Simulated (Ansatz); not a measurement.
# BHLYP/6-31G(d) (spherical functions) run of AlSiNH6O (SMILES O[SiH2][NH][AlH2])

Aim: the energy change on altering one bond length of AlSiNH6O at BHLYP/6-31G* (spherical functions), from 2 runs. 

The results are computed with Ansatz 0.2.0.

130 further runs of the same task are left out: 130 set aside as unsound or not needed. Runs told in other sessions of the task aren't counted.

**1. The structure to begin with**

AlSiNH6O: 10 atoms, total charge 0, spin state singlet. As SMILES, `O[SiH2][NH][AlH2]`. The shape is that of a PBE0-D4/def2-TZVP optimisation. This is one conformer, not always the lowest.

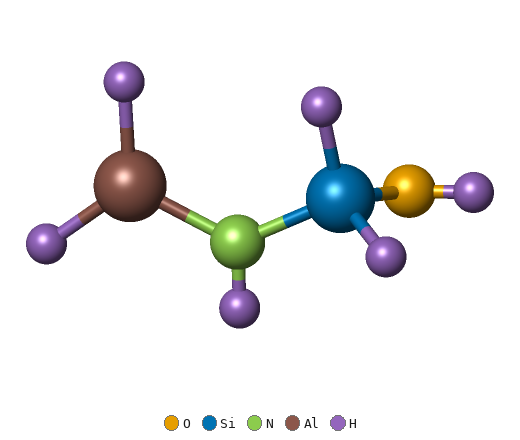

Viewed from a chosen angle; oxygen amber, silicon blue, nitrogen green, aluminium brown, hydrogen purple.

**2. The energy at BHLYP/6-31G(d) (spherical functions)**

Input file run.yaml:

```yaml
crystal:
  periodic: [false, false, false]
  atoms:
    - {symbol: O, position_ang: [-1.817400, -0.693800, -1.056500]}
    - {symbol: Si, position_ang: [-0.576600, 0.373900, -0.851600]}
    - {symbol: N, position_ang: [0.693300, -0.382300, 0.009600]}
    - {symbol: Al, position_ang: [1.233300, -0.094800, 1.686300]}
    - {symbol: H, position_ang: [-2.399800, -0.547900, -1.803100]}
    - {symbol: H, position_ang: [-1.000200, 1.543800, -0.039500]}
    - {symbol: H, position_ang: [-0.142800, 0.831300, -2.203200]}
    - {symbol: H, position_ang: [1.159400, -1.127800, -0.493000]}
    - {symbol: H, position_ang: [0.508400, 1.030600, 2.525200]}
    - {symbol: H, position_ang: [2.425400, -0.984200, 2.228700]}
basis:
  gaussian:
    orbitals: 6-31G_st_-spherical.json
hamiltonian:
  xc: {name: BHLYP}
accuracy: high
output: {orbitals: {seedname: orbitals}}
```

The basis set 6-31G* is read from a file made from the Basis Set Exchange's data (not shown).

On the command line:

```bash
$ ansatz run run.yaml --threads 1 --pin off --max-ram 3480MiB --events-out events.jsonl --progress --plain --runs-dir runs
```

The log of the run:

```text
Warning: RAYON_NUM_THREADS=1 ignored (pool sized by the plan → 1); use --threads N
Functional definition: BHLYP
  name "BHLYP"
  parameter a = 0.5
  exchange = (1 - a)*b88_x + a*exact_x
  correlation = lyp_c
1750 factors; integrals over basis functions are off by at most 4.4e-9 eV
mean field evaluation 1: about -18101.4023 eV, gradient 6.1e1 eV
mean field evaluation 2: about -18097.3636 eV, gradient 7.3e1 eV
mean field evaluation 4: about -18108.5022 eV, gradient 2.9e0 eV
mean field evaluation 8: about -18108.6065 eV, gradient 7.3e-2 eV
mean field evaluation 16: about -18108.6065 eV, gradient 8.5e-6 eV
mean field -18108.60647900 eV, -665.4790136491 hartree, gradient 5.2e-8 eV, S^2 0.000000; 0 other end points of the search recorded, 0 dependent functions left out
reference -18108.60651061 eV, -665.4790148105 hartree; 24, 24 occupied and 52, 52 virtual orbitals, 1750 factors
Total energy: -18108.60651061 eV, -665.4790148105 hartree
```

Wall time 6.6 s (1 thread of Arm Neoverse V2, shared host); peak memory 0.26 GiB.

**3. The distorted shape**

Input file in.yaml:

```yaml
basis:
  gaussian:
    orbitals: 6-31G_st_-spherical.json
crystal:
  periodic: [false, false, false]
  atoms:
    - symbol: O
      position_ang: [-1.957252, -0.470114, -0.905696]
    - symbol: Si
      position_ang: [-0.716452, 0.597586, -0.700796]
    - symbol: "N"
      position_ang: [0.553448, -0.158614, 0.160404]
    - symbol: Al
      position_ang: [1.093448, 0.128886, 1.837104]
    - symbol: H
      position_ang: [-2.539652, -0.324214, -1.652296]
    - symbol: H
      position_ang: [-1.140052, 1.767486, 0.111304]
    - symbol: H
      position_ang: [-0.282652, 1.054986, -2.052396]
    - symbol: H
      position_ang: [1.159400, -1.127800, -0.493000]
    - symbol: H
      position_ang: [0.368548, 1.254286, 2.676004]
    - symbol: H
      position_ang: [2.285548, -0.760514, 2.379504]
output: {orbitals: {seedname: orbitals}}
hamiltonian:
  xc: {name: BHLYP}
accuracy: high
```

The basis set 6-31G* is read from a file made from the Basis Set Exchange's data (not shown).

On the command line:

```bash
$ ansatz run in.yaml --threads 1 --pin off --max-ram 3480MiB --events-out events.jsonl --progress --plain --runs-dir runs
```

The log of the run:

```text
Warning: RAYON_NUM_THREADS=1 ignored (pool sized by the plan → 1); use --threads N
[... 5 set-up lines as earlier in the session ...]
1753 factors; integrals over basis functions are off by at most 5.2e-9 eV
mean field evaluation 1: about -18099.9862 eV, gradient 6.1e1 eV
mean field evaluation 2: about -18094.3784 eV, gradient 7.7e1 eV
mean field evaluation 4: about -18107.2643 eV, gradient 4.1e0 eV
mean field evaluation 8: about -18107.3877 eV, gradient 8.0e-2 eV
mean field evaluation 16: about -18107.3877 eV, gradient 8.9e-6 eV
mean field -18107.38774383 eV, -665.4342259574 hartree, gradient 9.8e-8 eV, S^2 0.000000; 0 other end points of the search recorded, 0 dependent functions left out
reference -18107.38777552 eV, -665.4342271223 hartree; 24, 24 occupied and 52, 52 virtual orbitals, 1753 factors
Total energy: -18107.38777552 eV, -665.4342271223 hartree
```

Wall time 6.6 s (1 thread of Arm Neoverse V2, shared host); peak memory 0.26 GiB.

**4. Outcome**

Level: BHLYP/6-31G* (spherical functions).

```
                                                         quantity          value
                                        first shape: total energy  -665.47901 Eh
                                         first shape: HOMO energy       -9.03 eV
                                         first shape: LUMO energy       -0.01 eV
                                       first shape: HOMO–LUMO gap        9.02 eV
                                    distorted shape: total energy  -665.43423 Eh
                                     distorted shape: HOMO energy       -8.96 eV
                                     distorted shape: LUMO energy        0.02 eV
                                   distorted shape: HOMO–LUMO gap        8.98 eV
energy change with the N3–H8 bond stretched from 1.013 to 1.317 Å       1.219 eV
```

With the N3–H8 bond stretched from 1.013 to 1.317 Å the energy rises by 1.22 eV (28 kcal/mol). The first shape isn't relaxed at this level, so the change isn't measured from a minimum.
